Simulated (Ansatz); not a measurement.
```xyz
8

C     0.1965   -0.8014    0.1093
C     1.0038    0.1984    0.7988
Zn   -1.4305    0.3259    0.1079
H    -2.5890    1.3477    0.2038
H     0.5122   -1.0292   -0.9199
H     1.0705    0.2230    1.8899
H     0.0238   -1.7319    0.6709
H     1.5752    0.9492    0.2460
```

Geometry: PBE0-D3(BJ)/def2-SVP.

Level of theory: isolated molecule in a Gaussian basis; Kohn-Sham density functional theory, functional PBE0 in Ansatz 0.2.0.

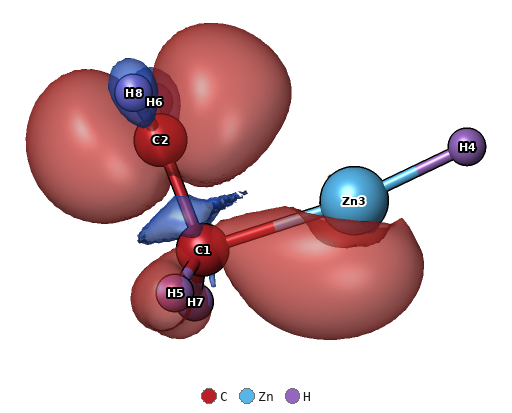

C2H5Zn (SMILES [CH2][CH2][ZnH]) (doublet). Isosurfaces of the spin density at +0.015 (red) and −0.015 e/Å³ (blue), seen across its widest extent.

Q: Which atoms carry the spin?

A: The unpaired spin (1 electron) lies mostly on C2 (about 0.6), Zn3 (about 0.2) and C1 (about 0.1), in electrons by Hirshfeld's partition.
